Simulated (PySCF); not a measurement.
# C₄H₆OSi: NMR shifts, electronic excitations and K edges in gas and solvents

Aim: compute the NMR shifts, electronic excitations and K edges of C₄H₆OSi (`[SiH3]c1ccco1`), and see what a dielectric continuum does where one was used.

Computed with PySCF 2.14.0, with density-fitted response routines of our own, on a single molecule, in the gas phase or a continuum. Atoms count from 0, in the outputs and in this text.

## Step 1: The molecule as given

12 atoms, charge 0, multiplicity 1; geometry from: GFN2-xTB.

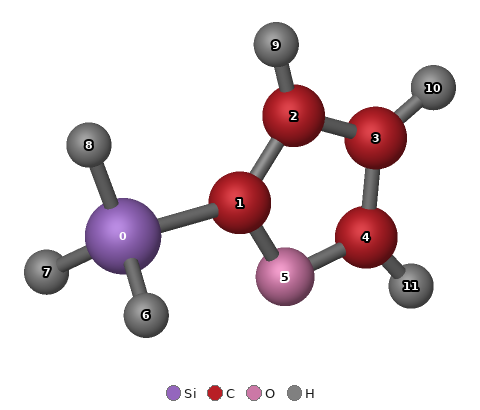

As it starts; silicon purple, carbon red, oxygen pink, hydrogen grey, atoms numbered.

## Step 2: Optimising the geometry at PBE0-D3(BJ)/def2-SVP

Job settings and geometry (Å):

```
{"job": {"xc": "PBE0", "basis": "def2-SVP", "d3": "d3bj", "grid": 1, "kind": "geom"}, "charge": 0, "multiplicity": 1}
Si     2.139922     0.073928    -0.206261
C      0.276308     0.007946    -0.045840
C     -0.579849     0.041518     1.022883
C     -1.889895    -0.044814     0.502382
C     -1.742883    -0.124889    -0.848802
O     -0.447911    -0.094119    -1.187926
H      2.514385     1.238324    -1.011526
H      2.612918    -1.148415    -0.860014
H      2.687435     0.182547     1.145729
H     -0.299816     0.118749     2.053996
H     -2.809501    -0.047056     1.051652
H     -2.459917    -0.204405    -1.642302
```

The program printed:

```text
step   0  E = -520.07873796  max force = 0.015472
step   1  E = -520.08069282  max force = 0.002536
step   2  E = -520.08071062  max force = 0.002285
step   3  E = -520.08071542  max force = 0.001535
step   4  E = -520.08071390  max force = 0.001294
step   5  E = -520.08072121  max force = 0.000288
optimisation converged
```

Run time: 70 s. Hardware: 1 thread, shared host.

Along the way:

```csv
step,energy from step 0 (eV),largest force component (eV/Å)
0,0.0000,0.7956
1,-0.0532,0.1304
2,-0.0537,0.1175
3,-0.0538,0.0789
4,-0.0538,0.0665
5,-0.0540,0.0148
```

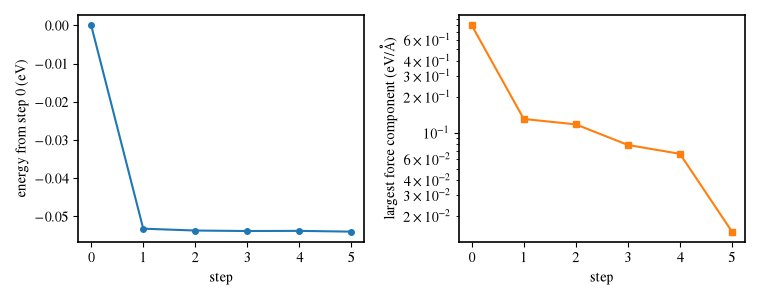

Energy and largest force along the relaxation.

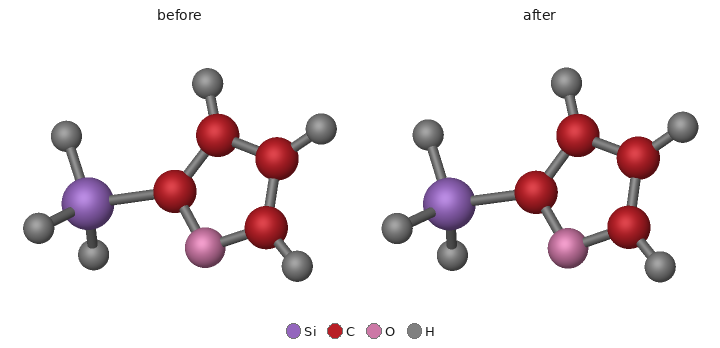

Before and after, at one scale.

Close pairs (by a distance rule), those that changed most:

```csv
bond,before (Å),after (Å),change (Å)
Si0–H8,1.463,1.492,+0.030
Si0–H6,1.464,1.494,+0.029
Si0–H7,1.465,1.494,+0.029
C2–H9,1.071,1.088,+0.017
C3–H10,1.071,1.088,+0.017
C4–H11,1.072,1.088,+0.015
C2–C3,1.412,1.427,+0.014
C1–O5,1.356,1.363,+0.007
```

The end geometry stands in the next job.

```csv
at the end point,value
point group (found at 0.08 Å tolerance),Cs
"rotational constants (GHz, main isotopes)","8.426, 1.983, 1.636"
dipole moment (D),1.01
```

## Step 3: NMR shieldings: PBE0/pcSseg-1 in chloroform

Job settings and geometry (Å):

```
{"job": {"kind": "nmr", "xc": "PBE0", "basis": "pcSseg-1", "solvent": "chloroform", "pop": true}, "charge": 0, "multiplicity": 1}
Si     2.160540     0.101201    -0.162126
C      0.302593     0.030331    -0.011905
C     -0.539291     0.080655     1.070609
C     -1.870793    -0.008035     0.565790
C     -1.742165    -0.106593    -0.788523
O     -0.447737    -0.085327    -1.144326
H      2.590634     1.284399    -0.966273
H      2.697335    -1.130864    -0.813805
H      2.702424     0.212947     1.223723
H     -0.234911     0.172245     2.111621
H     -2.799655     0.000233     1.131766
H     -2.463021    -0.195083    -1.597966
```

Method: GIAO PBE0/pcSseg-1 NMR shielding, non-relativistic, IEF-PCM chloroform.

The program printed:

```text
coarse grid: 10776 points
cycle   1  E = -520.2165529798  dE =  8.960e-01  |g| = 3.985e-01  |ddm| = 3.212e+00
cycle   2  E = -520.2042641739  dE =  1.229e-02  |g| = 4.916e-01  |ddm| = 6.301e-01
cycle   3  E = -520.2498153893  dE = -4.555e-02  |g| = 6.918e-02  |ddm| = 3.164e-01
cycle   4  E = -520.2504486809  dE = -6.333e-04  |g| = 3.346e-02  |ddm| = 5.693e-02
cycle   5  E = -520.2506849293  dE = -2.362e-04  |g| = 9.162e-03  |ddm| = 3.076e-02
cycle   6  E = -520.2507029677  dE = -1.804e-05  |g| = 3.388e-03  |ddm| = 9.755e-03
cycle   7  E = -520.2507057797  dE = -2.812e-06  |g| = 2.001e-04  |ddm| = 2.854e-03
final grid: 100200 points
cycle   8  E = -520.2958546117  dE = -1.330e-05  |g| = 9.897e-03  |ddm| = 2.806e-02
cycle   9  E = -520.2958248345  dE =  2.978e-05  |g| = 1.619e-02  |ddm| = 1.480e-02
cycle  10  E = -520.2958725541  dE = -4.772e-05  |g| = 1.504e-03  |ddm| = 9.473e-03
cycle  11  E = -520.2958730925  dE = -5.385e-07  |g| = 1.929e-04  |ddm| = 1.320e-03
cycle  12  E = -520.2958730978  dE = -5.303e-09  |g| = 1.058e-04  |ddm| = 1.979e-04
cycle  13  E = -520.2958731006  dE = -2.777e-09  |g| = 1.672e-05  |ddm| = 9.372e-05
cycle  14  E = -520.2958731006  dE = -5.207e-11  |g| = 7.383e-06  |ddm| = 2.130e-05
converged SCF energy = -520.2958731006

GIAO shielding tensors (ppm)
atom      isotropic    diamagn.    paramagn.     s11        s22        s33       span
  0 Si     434.292     879.580    -445.288    414.677    425.835    462.364     47.687
  1 C       33.597     256.658    -223.061    -40.150     32.392    108.548    148.698
  2 C       52.580     254.131    -201.551    -48.642     54.855    151.527    200.169
  3 C       68.593     256.384    -187.791    -18.122     63.457    160.444    178.567
  4 C       29.965     251.792    -221.828    -50.688     33.947    106.635    157.323
  5 O       12.942     397.794    -384.852   -130.386    -84.669    253.881    384.267
  6 H       26.772      27.746      -0.975     23.580     24.958     31.777      8.197
  7 H       26.769      27.768      -0.998     23.563     24.984     31.761      8.199
  8 H       26.908      28.240      -1.332     23.254     26.136     31.334      8.080
  9 H       24.021      31.882      -7.861     21.941     23.596     26.528      4.587
 10 H       24.507      30.508      -6.001     22.504     25.129     25.887      3.383
 11 H       23.331      29.118      -5.787     20.468     24.361     25.165      4.696
```

Run time: 38 s. Hardware: 1 thread, shared host.

The references, computed at this level on geometries of the same kind, shield at (ppm): 1H TMS 31.25, 13C TMS 185.2, 29Si TMS 351.9, 17O H2O 341.0. Their shielding less the atom's gives the shift. The references are single molecules in the same continuum, so shifts against H2O, NH3, PH3, H3PO4 or CFCl3 are not on the usual liquid scales and can be off by tens of ppm. Atoms listed in one row are averaged.

```csv
atoms,environment,σ (ppm),δ (ppm)
C4,aromatic CH next to the ring oxygen,30.0,155.2
C1,substituted aromatic carbon next to the ring oxygen,33.6,151.6
C2,aromatic CH,52.6,132.6
C3,aromatic CH,68.6,116.6
H11,hydrogen on an aromatic CH next to the ring oxygen,23.33,7.92
H9,hydrogen on an aromatic CH,24.02,7.23
H10,hydrogen on an aromatic CH,24.51,6.74
"H6, H7, H8",hydrogen on a silicon bonded to C,26.82,4.43
Si0,"silicon bonded to C, 3 H",434.3,-82.4
O5,aromatic ring oxygen,12.9,328.0
```

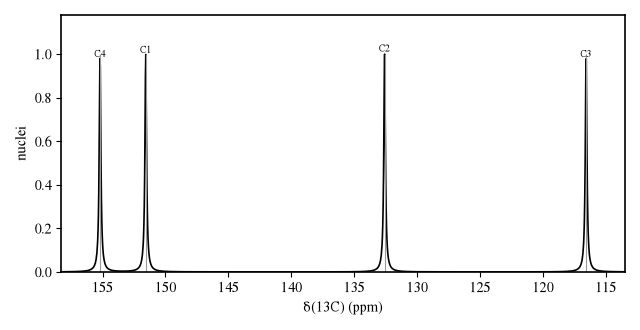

13C lines at the computed shifts, without couplings. Lines are broadened to a width of 0.15 ppm (Lorentzian).

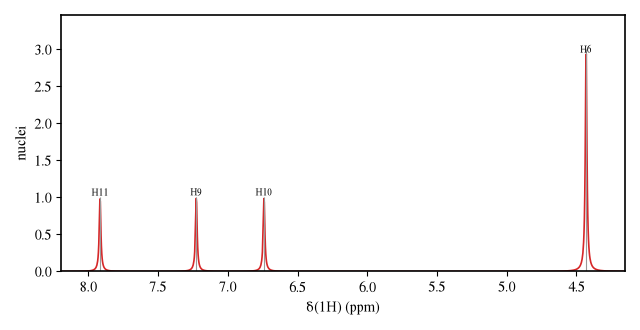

1H lines at the computed shifts, without couplings. Lines are broadened to a width of 0.01 ppm (Lorentzian).

Charges from the same density, by scheme (e):

```csv
atoms,Mulliken,IAO,Hirshfeld,ESP fit
Si0,0.55,0.60,0.31,0.24
C1,-0.07,-0.14,-0.05,0.02
C2,-0.16,-0.20,-0.08,-0.18
C3,-0.18,-0.23,-0.09,-0.31
C4,0.15,0.01,0.01,-0.02
O5,-0.38,-0.24,-0.07,-0.15
```

IAO charges:

```csv
atom,value (e)
Si0,0.60
C1,-0.14
C2,-0.20
C3,-0.23
C4,0.01
O5,-0.24
H6,-0.11
H7,-0.11
H8,-0.11
H9,0.17
H10,0.17
H11,0.18
```

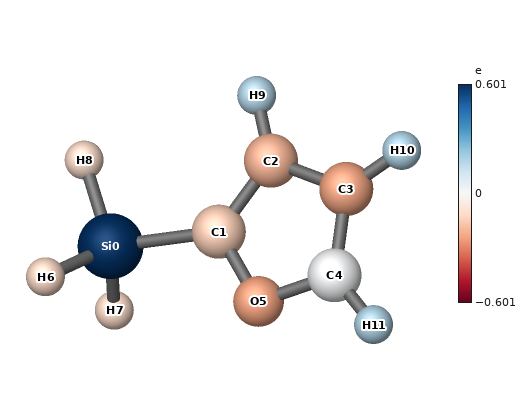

IAO charges, as colours on the atoms.

Mayer bond orders: Si0–C1 0.90, C1–C2 1.55, C2–C3 1.26, C3–C4 1.58, C4–O5 1.09, O5–C1 1.01.

Ring of atoms C1, C2, C3, C4, O5: NICS(0) -11.8, NICS(1) -10.8, NICS(1)zz -27.8 ppm (means of both faces).

## Step 4: TDDFT and polarisability: CAM-B3LYP/def2-SVPD

Settings changed since step 3:

```diff
@@ -1,2 +1,2 @@
-{"job": {"kind": "nmr", "xc": "PBE0", "basis": "pcSseg-1", "solvent": "chloroform", "pop": true}, "charge": 0, "multiplicity": 1}
+{"job": {"kind": "uv", "xc": "CAM-B3LYP", "basis": "def2-SVPD", "dynamic": true, "nstates": 6, "ntriplets": 0}, "charge": 0, "multiplicity": 1}
 Si     2.160540     0.101201    -0.162126
```

With the program's defaults for keys left out, this is: TDDFT CAM-B3LYP/def2-SVPD, vertical, gas phase, core orbitals frozen in the response.

The program printed:

```text
coarse grid: 10776 points
cycle   1  E = -520.2338701465  dE =  9.865e-01  |g| = 4.151e-01  |ddm| = 6.433e+00
cycle   2  E = -520.2358631824  dE = -1.993e-03  |g| = 4.624e-01  |ddm| = 1.177e+00
cycle   3  E = -520.2736847438  dE = -3.782e-02  |g| = 6.986e-02  |ddm| = 4.455e-01
cycle   4  E = -520.2743397945  dE = -6.551e-04  |g| = 3.841e-02  |ddm| = 1.635e-01
cycle   5  E = -520.2746908919  dE = -3.511e-04  |g| = 8.431e-03  |ddm| = 7.046e-02
cycle   6  E = -520.2747087193  dE = -1.783e-05  |g| = 1.857e-03  |ddm| = 2.262e-02
cycle   7  E = -520.2747096406  dE = -9.213e-07  |g| = 3.478e-04  |ddm| = 3.479e-03
final grid: 100200 points
cycle   8  E = -520.3618754309  dE = -2.132e-05  |g| = 2.428e-03  |ddm| = 7.840e-02
cycle   9  E = -520.3618756098  dE = -1.789e-07  |g| = 2.444e-03  |ddm| = 8.248e-03
cycle  10  E = -520.3618768762  dE = -1.266e-06  |g| = 4.754e-04  |ddm| = 3.086e-03
cycle  11  E = -520.3618769166  dE = -4.039e-08  |g| = 1.450e-04  |ddm| = 8.105e-04
cycle  12  E = -520.3618769219  dE = -5.311e-09  |g| = 3.014e-05  |ddm| = 2.841e-04
cycle  13  E = -520.3618769222  dE = -2.196e-10  |g| = 1.153e-05  |ddm| = 6.160e-05
converged SCF energy = -520.3618769222

Static polarisability (au): isotropic 76.116, principal 55.286 74.393 98.670

Singlet excitations
state   eV       nm        f      main configurations
  1   5.9111    209.7   0.32040   H->L 0.97
  2   6.4656    191.8   0.00121   H->L+1 0.82, H->L+2 0.14
  3   6.8154    181.9   0.00269   H-1->L 0.61, H->L+6 0.36
  4   7.1221    174.1   0.00017   H->L+4 0.55, H->L+2 0.31
  5   7.2090    172.0   0.01579   H->L+3 0.73, H->L+2 0.09
  6   7.4059    167.4   0.00867   H->L+2 0.38, H->L+4 0.25, H->L+3 0.17
```

It took 54 s on 1 thread, shared host.

Frontier orbitals and where they lie:

```csv
orbital,eV,atoms
HOMO−3,-11.27,"Si0 40 %, H6 24 %, H7 23 %"
HOMO−2,-11.16,"Si0 31 %, C1 14 %, H8 12 %"
HOMO−1,-9.58,"C3 27 %, C2 27 %, O5 25 %"
HOMO,-8.06,"C1 27 %, C4 25 %, C3 15 %"
LUMO,0.73,"C1 18 %, C4 17 %, C2 15 %"
LUMO+1,1.24,"Si0 40 %, C2 9 %, H8 8 %"
LUMO+2,1.62,"Si0 39 %, H7 12 %, H6 11 %"
```

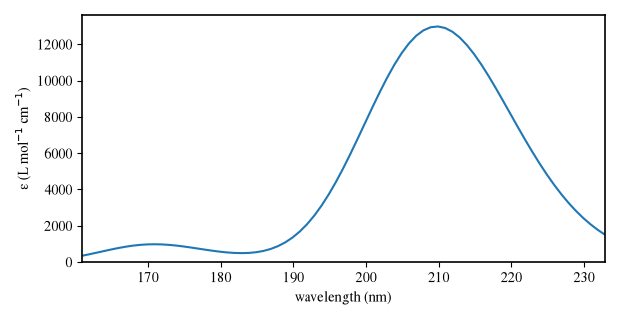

Absorption spectrum: each of the 6 states is a Gaussian band of 0.4 eV half-width at 1/e. Beyond the last state computed it falls off for lack of states.

Further results of this job:

```csv
property,computed
dipole moment (D),1.05
polarisability (Å³),11.28
HOMO–LUMO gap (eV),8.79
−ε(HOMO) (eV),8.06
C6 with itself (au),2107
```

## Step 5: Excited states and response: CAM-B3LYP/def2-SVPD in chloroform

Settings changed since step 4:

```diff
@@ -1,2 +1,2 @@
-{"job": {"kind": "uv", "xc": "CAM-B3LYP", "basis": "def2-SVPD", "dynamic": true, "nstates": 6, "ntriplets": 0}, "charge": 0, "multiplicity": 1}
+{"job": {"kind": "uv", "xc": "CAM-B3LYP", "basis": "def2-SVPD", "solvent": "chloroform", "nstates": 6, "ntriplets": 0}, "charge": 0, "multiplicity": 1}
 Si     2.160540     0.101201    -0.162126
```

Level: TDDFT CAM-B3LYP/def2-SVPD, vertical, IEF-PCM chloroform (non-equilibrium linear response), core orbitals frozen in the response.

The program printed:

```text
coarse grid: 10776 points
cycle   1  E = -520.2376956837  dE =  9.829e-01  |g| = 4.097e-01  |ddm| = 6.460e+00
cycle   2  E = -520.2411340624  dE = -3.438e-03  |g| = 4.471e-01  |ddm| = 1.046e+00
cycle   3  E = -520.2763629110  dE = -3.523e-02  |g| = 6.545e-02  |ddm| = 4.292e-01
cycle   4  E = -520.2769927104  dE = -6.298e-04  |g| = 3.336e-02  |ddm| = 1.554e-01
cycle   5  E = -520.2772544479  dE = -2.617e-04  |g| = 7.591e-03  |ddm| = 5.866e-02
cycle   6  E = -520.2772687444  dE = -1.430e-05  |g| = 1.494e-03  |ddm| = 1.802e-02
cycle   7  E = -520.2772693437  dE = -5.992e-07  |g| = 3.652e-04  |ddm| = 2.999e-03
final grid: 100200 points
cycle   8  E = -520.3644107402  dE = -2.151e-05  |g| = 2.368e-03  |ddm| = 7.807e-02
cycle   9  E = -520.3644109609  dE = -2.207e-07  |g| = 2.351e-03  |ddm| = 8.458e-03
cycle  10  E = -520.3644121221  dE = -1.161e-06  |g| = 4.551e-04  |ddm| = 2.976e-03
cycle  11  E = -520.3644121585  dE = -3.638e-08  |g| = 1.320e-04  |ddm| = 6.495e-04
cycle  12  E = -520.3644121630  dE = -4.492e-09  |g| = 2.201e-05  |ddm| = 2.531e-04
cycle  13  E = -520.3644121631  dE = -1.312e-10  |g| = 1.075e-05  |ddm| = 5.069e-05
converged SCF energy = -520.3644121631

Static polarisability (au): isotropic 94.159, principal 68.610 94.187 119.682

Singlet excitations
state   eV       nm        f      main configurations
  1   5.7844    214.3   0.39575   H->L 0.97
  2   6.4376    192.6   0.00125   H->L+1 0.83, H->L+2 0.12
  3   6.8230    181.7   0.00492   H-1->L 0.63, H->L+6 0.34
  4   7.0909    174.8   0.00150   H->L+4 0.34, H->L+3 0.27, H->L+2 0.27
  5   7.2934    170.0   0.01765   H->L+3 0.62, H->L+4 0.13, H->L+2 0.12
  6   7.4208    167.1   0.01256   H->L+4 0.42, H->L+2 0.40
```

Wall time 49 s (1 thread, shared host).

In short: HOMO -8.03 eV, LUMO 0.76 eV; lowest singlet 5.78 eV.

## Step 6: K-edge absorption: BHandHLYP/def2-SVPD+aug-pcX-1+pcseg-1

Settings changed since step 5:

```diff
@@ -1,2 +1,2 @@
-{"job": {"kind": "uv", "xc": "CAM-B3LYP", "basis": "def2-SVPD", "solvent": "chloroform", "nstates": 6, "ntriplets": 0}, "charge": 0, "multiplicity": 1}
+{"job": {"kind": "xas", "xc": "BHandHLYP", "basis": {"default": "aug-pcX-1", "H": "pcseg-1", "Si": "def2-SVPD"}}, "charge": 0, "multiplicity": 1}
 Si     2.160540     0.101201    -0.162126
```

Method: core-valence-separated TDA BHandHLYP/aug-pcX-1 H:pcseg-1 Si:def2-SVPD, K edges, non-relativistic, gas phase.

The program printed:

```text
coarse grid: 10776 points
cycle   1  E = -520.3622118258  dE =  1.044e+00  |g| = 4.097e-01  |ddm| = 4.518e+00
cycle   2  E = -520.3767913611  dE = -1.458e-02  |g| = 3.820e-01  |ddm| = 8.462e-01
cycle   3  E = -520.4011384295  dE = -2.435e-02  |g| = 7.309e-02  |ddm| = 3.163e-01
cycle   4  E = -520.4018586060  dE = -7.202e-04  |g| = 3.265e-02  |ddm| = 8.970e-02
cycle   5  E = -520.4020979646  dE = -2.394e-04  |g| = 9.370e-03  |ddm| = 4.353e-02
cycle   6  E = -520.4021188818  dE = -2.092e-05  |g| = 1.416e-03  |ddm| = 1.321e-02
cycle   7  E = -520.4021193838  dE = -5.020e-07  |g| = 3.662e-04  |ddm| = 1.862e-03
final grid: 100200 points
cycle   8  E = -520.4628104950  dE = -6.473e-05  |g| = 2.538e-03  |ddm| = 4.079e-02
cycle   9  E = -520.4628108436  dE = -3.486e-07  |g| = 1.757e-03  |ddm| = 5.053e-03
cycle  10  E = -520.4628115233  dE = -6.798e-07  |g| = 4.404e-04  |ddm| = 2.049e-03
cycle  11  E = -520.4628115513  dE = -2.794e-08  |g| = 2.189e-04  |ddm| = 5.264e-04
cycle  12  E = -520.4628115610  dE = -9.707e-09  |g| = 3.090e-05  |ddm| = 1.995e-04
cycle  13  E = -520.4628115612  dE = -2.627e-10  |g| = 1.590e-05  |ddm| = 5.694e-05
converged SCF energy = -520.4628115612

C K edge
   eV          f      from atoms
  283.320   0.05338   C2
  283.691   0.05667   C3
  284.002   0.05537   C1
  284.249   0.06511   C4
  285.781   0.00930   C3
  285.859   0.01443   C3
  285.986   0.01607   C2
  286.334   0.00755   C2
  286.953   0.02808   C1
  287.021   0.00038   C3
  287.187   0.00194   C3
  287.238   0.00060   C2
  287.291   0.02019   C4
  287.376   0.00282   C2
  287.457   0.00097   C3
  287.476   0.00356   C2
  287.518   0.00428   C2
  287.541   0.01147   C1
  287.675   0.00308   C3
  287.850   0.00174   C2

O K edge
   eV          f      from atoms
  532.597   0.03184   O5
  535.493   0.00174   O5
  536.192   0.01048   O5
  536.492   0.01871   O5
  536.591   0.00050   O5
  536.605   0.00265   O5
  536.934   0.00020   O5
  537.096   0.00003   O5
```

Run time: 37 s. Hardware: 1 thread, shared host.

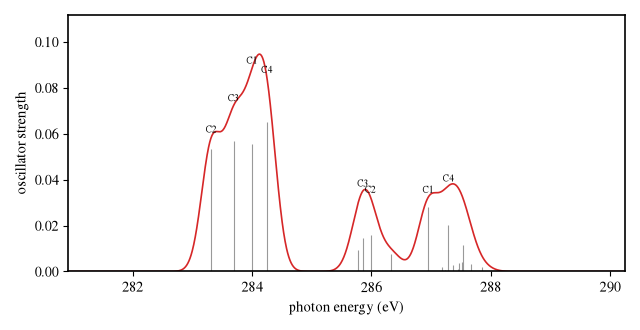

The C K edge. Lines are broadened to a width of 0.40 eV (Gaussian).

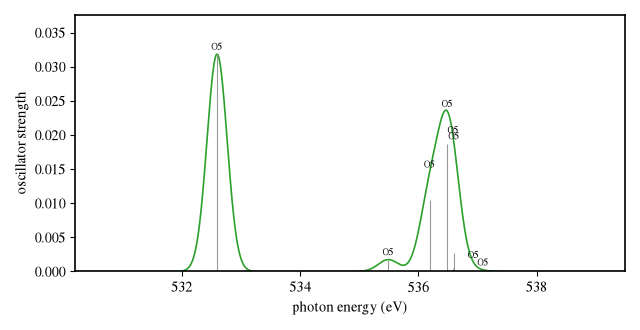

The O K edge. Lines are broadened to a width of 0.40 eV (Gaussian).

## Step 7: Side by side: electronic excitations

Excitations and ground-state properties, with basis size and wall time:

```csv
run,lowest singlet (eV),brightest (eV),f,gap (eV),α (Å³),μ (D),functions,time
CAM-B3LYP/def2-SVPD,5.91,5.91,0.320,8.79,11.28,1.05,175,54 s
CAM-B3LYP/def2-SVPD in chloroform,5.78,5.78,0.396,8.79,13.95,1.28,175,49 s
```

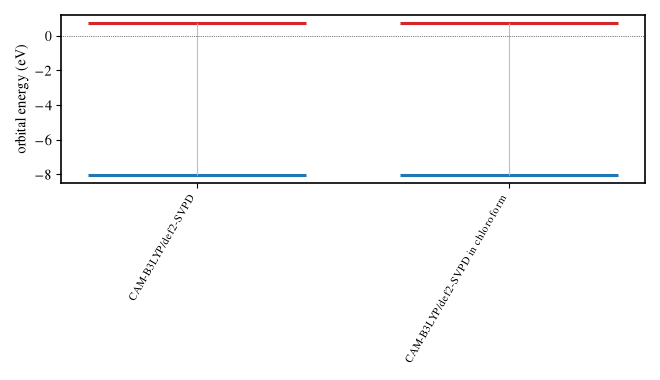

HOMO (blue) and LUMO (red) run by run.

## Step 8: What came out

| quantity | value |
| --- | --- |
| point group | Cs |
| rotational constants (main isotopes) | 8.43, 1.98, 1.64 GHz |
| 13C shifts against TMS (PBE0/pcSseg-1, chloroform) | 155.2, 151.6, 132.6, 116.6 ppm |
| 1H shifts against TMS (PBE0/pcSseg-1, chloroform, means over atoms taken as alike) | 7.92, 7.23, 6.74, 4.43 ppm |
| 29Si shifts against TMS (PBE0/pcSseg-1, chloroform) | -82.4 ppm |
| 17O shifts against H2O (PBE0/pcSseg-1, chloroform) | 328.0 ppm |
| lowest singlet (CAM-B3LYP/def2-SVPD) | 5.91 eV (210 nm), f = 0.320 |
| C K edge | first line 283.32 eV, strongest 284.25 eV (f = 0.065) |
| O K edge | first line 532.60 eV, strongest 532.60 eV (f = 0.032) |
| range of the lowest singlet | 5.78 to 5.91 eV |

What this shows: The optimisation took 5 steps and gained 0.054 eV; among the close pairs (by a distance rule), Si0–H8 changed most, from 1.463 to 1.492 Å. At PBE0/pcSseg-1: The widest tensor belongs to O5: span 384 ppm, with a paramagnetic part of -385 ppm. NICS(1)zz of -28 ppm above the planar ring from C1 marks a diatropic (aromatic) ring current. The first singlet state (HOMO→LUMO 0.97) lies at 5.91 eV and is bright. At the C edge the strongest single line lifts a 1s electron of C4 into several orbitals, led by LUMO (weight 0.63), 0.9 eV above the first line. At the O edge the strongest single line lifts a 1s electron of O5 into LUMO (weight 0.87), and it is the first line. Absolute edge energies from this method are off by several eV; spacings are better. The lowest singlet runs from 5.78 eV (CAM-B3LYP/def2-SVPD in chloroform) to 5.91 eV (CAM-B3LYP/def2-SVPD), while the orbital gap is 8.79 eV. The lowest state need not be the same one in every run.
